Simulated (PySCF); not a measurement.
Consider C₃H₁₄NPSSi₂.

```yaml
atoms:
  - { symbol: C, position_ang: [-2.0678, -1.3208, 0.3649] }
  - { symbol: C, position_ang: [-1.6264, -0.3071, -0.6788] }
  - { symbol: P, position_ang: [-0.4128, 0.8661, 0.0711] }
  - { symbol: C, position_ang: [0.0047, 2.0219, -1.2972] }
  - { symbol: S, position_ang: [-1.1201, 1.7906, 1.6194] }
  - { symbol: N, position_ang: [0.9900, -0.0140, 0.3630] }
  - { symbol: Si, position_ang: [1.6464, 0.1778, 1.9915] }
  - { symbol: Si, position_ang: [1.6192, -1.1344, -0.8214] }
  - { symbol: H, position_ang: [-2.4684, -0.8009, 1.2353] }
  - { symbol: H, position_ang: [-2.8365, -1.9806, -0.0337] }
  - { symbol: H, position_ang: [-1.2214, -1.9253, 0.6889] }
  - { symbol: H, position_ang: [-2.4770, 0.3014, -1.0022] }
  - { symbol: H, position_ang: [-1.1891, -0.7956, -1.5521] }
  - { symbol: H, position_ang: [0.3329, 1.5055, -2.1955] }
  - { symbol: H, position_ang: [-0.8808, 2.6199, -1.5110] }
  - { symbol: H, position_ang: [0.7949, 2.6825, -0.9399] }
  - { symbol: H, position_ang: [1.9416, 1.5892, 2.2046] }
  - { symbol: H, position_ang: [2.8751, -0.6108, 1.9372] }
  - { symbol: H, position_ang: [0.7156, -0.3929, 2.9575] }
  - { symbol: H, position_ang: [3.0587, -1.1721, -0.6091] }
  - { symbol: H, position_ang: [0.9991, -2.4487, -0.6302] }
  - { symbol: H, position_ang: [1.3117, -0.6323, -2.1632] }
```

Geometry: GFN2-xTB.

The calculation used PBE0/pcSseg-1, SCF density, gas phase, non-relativistic in PySCF.

Predict the electron density and electron localisation function between the atoms.

Answer. P–N (1.68 Å): the density is about 1.3 e/Å³ at the midpoint; the ELF peaks at about 0.90 between the atoms (a shared but strongly polarised pair).
Si–N (1.75 Å): ρ at the midpoint is about 1 e/Å³; the ELF peaks at about 0.90 between the atoms, as expected for a shared but strongly polarised pair.
P–S (1.94 Å): the density is about 1.2 e/Å³ at the midpoint; the ELF peaks at about 0.85 between the atoms (localised, covalent bonding).

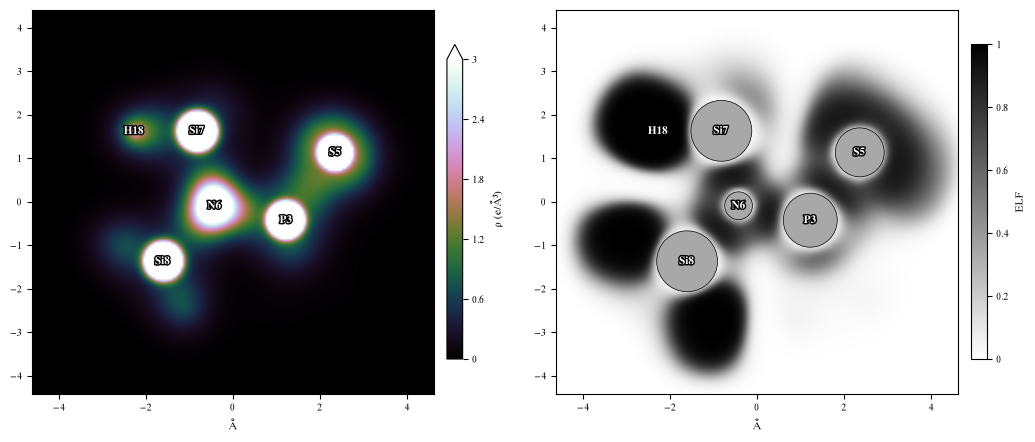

Computed electron density and electron localisation function on the plane of atoms P3, N6 and Si7, in this order. Grey discs cover the atomic cores in the ELF map. 
